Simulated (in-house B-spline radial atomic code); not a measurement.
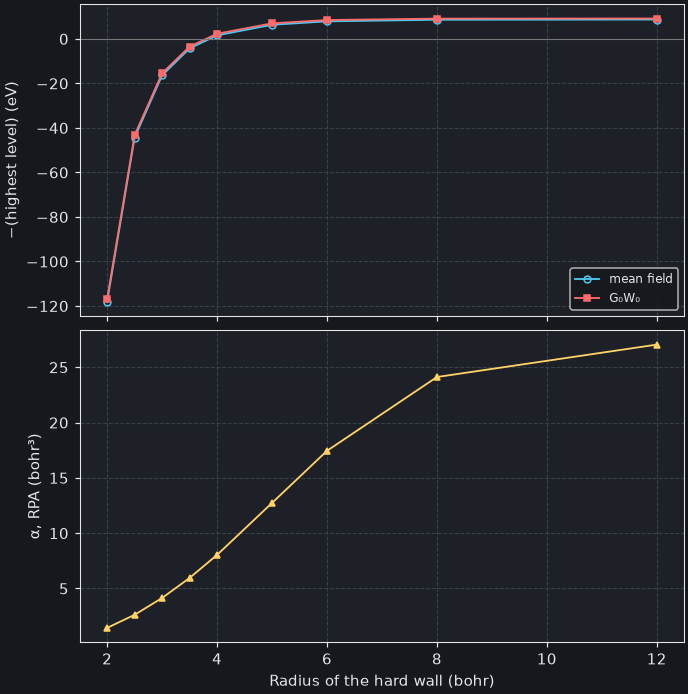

Bi ([Xe] 4f¹⁴ 5d¹⁰ 6s² 6p³) confined in a hard spherical wall, Hartree-Fock start. All-electron spherical atom, scalar X2C, no spin-orbit coupling, Breit or QED terms; computed with a B-spline radial code.

What does confinement do?

As the wall closes from 12 to 2 bohr, the mean-field binding energy of 6p↑ goes from 8.70 to −118.09 eV, so the level rises above zero, and the G₀W₀ value from 9.15 (at 12 bohr) to −116.75 eV (at 2 bohr). The RPA-screened polarisability falls from 27.0 to 1.44 bohr³, and the RPA correlation energy goes from −6.93 to −7.28 hartree.

Limits of the model: relativistic terms absent here (spin-orbit coupling, Breit, QED) can be large for so heavy or highly charged an atom or ion.
